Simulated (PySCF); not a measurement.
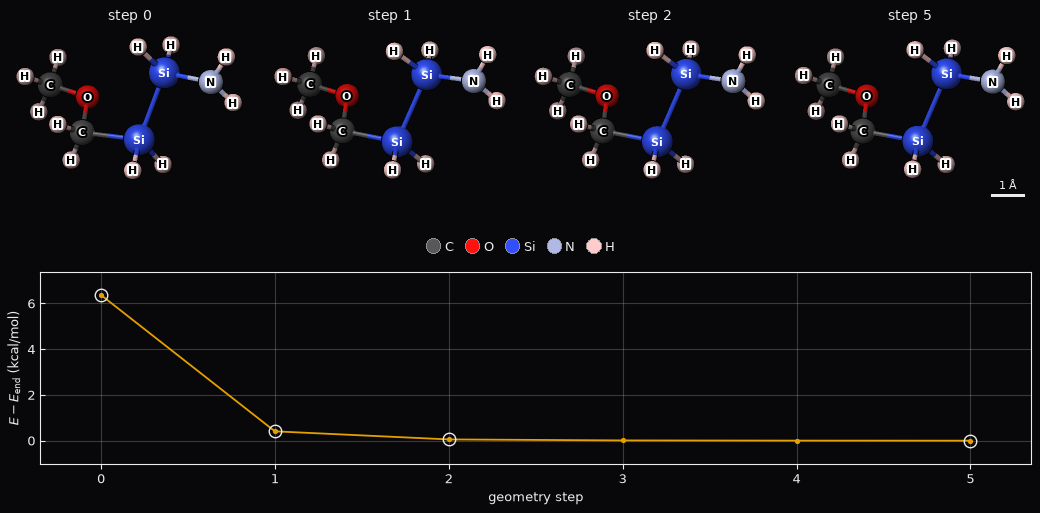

Frames of a relaxation of C$_{2}$H$_{11}$NOSi$_{2}$, marked on the history of the run. The picture is a ball-and-stick view, seen at a tilt.

The start comes from GFN2-xTB. Its atoms were then displaced at random by about 0.01 Å.

The calculation used PBE0-D3(BJ)/def2-SVP geometry optimisation, gas phase in PySCF 2.14.0, density-fitted response routines. 

> What happens along the run?

The largest move after the best rigid fit is that of an H atom, 0.16 Å. Largest moves by element: H 0.16 Å, N 0.09 Å, Si 0.08 Å, C 0.06 Å, O 0.05 Å. Among the contacts that change: Si–Si 2.277 → 2.343 Å, C–Si 1.952 → 1.904 Å, C–H 1.069 → 1.108 Å, H–Si 1.465 → 1.498 Å. Bond angles that change, for instance: Si–Si–H 116.4° → 109.3°, Si–Si–H 118.8° → 111.9°, C–Si–H 103.6° → 110.4°. Over 5 geometry steps the energy falls by 6.37 kcal/mol. The run took 91 s on 1 thread of Arm Neoverse N1 (shared host). From step 0 to 1: an H atom moves most (0.19 Å), energy −5.96 kcal/mol. From step 1 to 2: an H atom moves most (0.05 Å), energy −0.35 kcal/mol. From step 2 to 5: an H atom moves most (0.06 Å), energy −0.05 kcal/mol.
